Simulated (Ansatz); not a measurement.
Input

```
crystal:
  lattice:
    - [3.6087535885, 0.0, 0.0]
    - [-1.8043767943, 3.1252722837, 0.0]
    - [0.0, 0.0, 9.7590025415]
  atoms:
    - { symbol: Zr, position: [0.0, 0.0, 0.1395801015] }
    - { symbol: As, position: [0.0, 0.0, 0.6992042356] }
    - { symbol: As, position: [0.3333333333, 0.6666666667, 0.5590182555] }
    - { symbol: S, position: [0.6666666667, 0.3333333333, 0.2932268445] }
    - { symbol: S, position: [0.3333333333, 0.6666666667, 0.9880287328] }
basis:
  ecutwfc: 420
kpoints:
  mp_grid: { grid: [12, 12, 4] }
  band_path:
    path:
      - [[0.0, 0.0, 0.0], [0.5, 0.0, 0.0], [0.33333333, 0.33333333, 0.0], [0.0, 0.0, 0.0], [0.0, 0.0, 0.5], [0.5, 0.0, 0.5], [0.33333333, 0.33333333, 0.5], [0.0, 0.0, 0.5]]
      - [[0.5, 0.0, 0.5], [0.5, 0.0, 0.0]]
      - [[0.33333333, 0.33333333, 0.5], [0.33333333, 0.33333333, 0.0]]
    npoints: 14
hamiltonian:
  xc: pbe
  dispersion: d3bj
scf:
  occupations: { method: gaussian, width: 0.1 }
  n_extra_bands: 12
output:
  forces: true
  stress: true
  eigenvalues: true
  populations: true
  dos: { projected: true, de: 0.02, nscf_kmesh: { grid: [15, 15, 5] } }
  bader: true
  write_density: true
  write_potential: true
  elf: true
  volumetric_format: npy
```

Launched as:

```sh
ansatz run input.yaml --threads 1 --pin off --max-ram 2560MiB --backend cpu --events-out ev --progress --plain --runs-dir out
```

Below, planes, directions and counts refer to the conventional cell (a = 3.61 Å, b = 3.61 Å, c = 9.76 Å, α = 90.00°, β = 90.00°, γ = 120.00°).

Space group P3m1; a structure generated by program, which may or may not match a known phase.

All numbers below come from DFT PBE+D3(BJ), scalar-relativistic, plane waves, PAW (Ansatz).

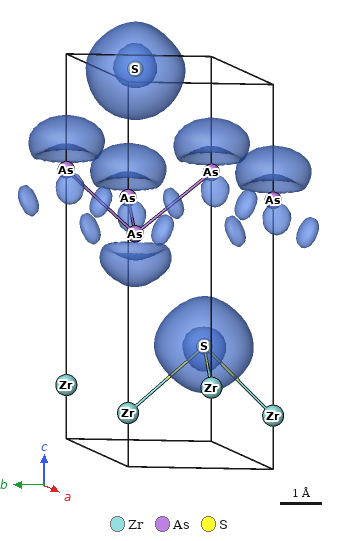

ZrAs₂S₂. Isosurface of the electron localisation function at 0.7 (blue), seen at an oblique angle. Core shells and regions of very low density are left out. Sticks mark near contacts.

Identify the bonds, lone pairs and shells in this picture.

Answer. The surface consists of three regions between bonded As–As atoms, two lobes on As, pointing away from the bonds (lone pairs) and two regions wrapped around S (the valence shell of each), counted in one cell of 5 atoms. Any copies at cell faces, edges or corners count once. Along the contacts the grid gives the following. As–As (2.49 Å): the ELF peaks at about 0.75 between the atoms. Zr–S (2.56 Å): the ELF peaks at about 0.85 in the valence shell of S, 0.8 Å from its nucleus, and is about 0.35 at the midpoint.

How much charge does the calculation move between the atoms?

Answer. Electrons move from Zr towards S. Bader charges: Zr +2.01, As +0.06 and S −1.07 e.
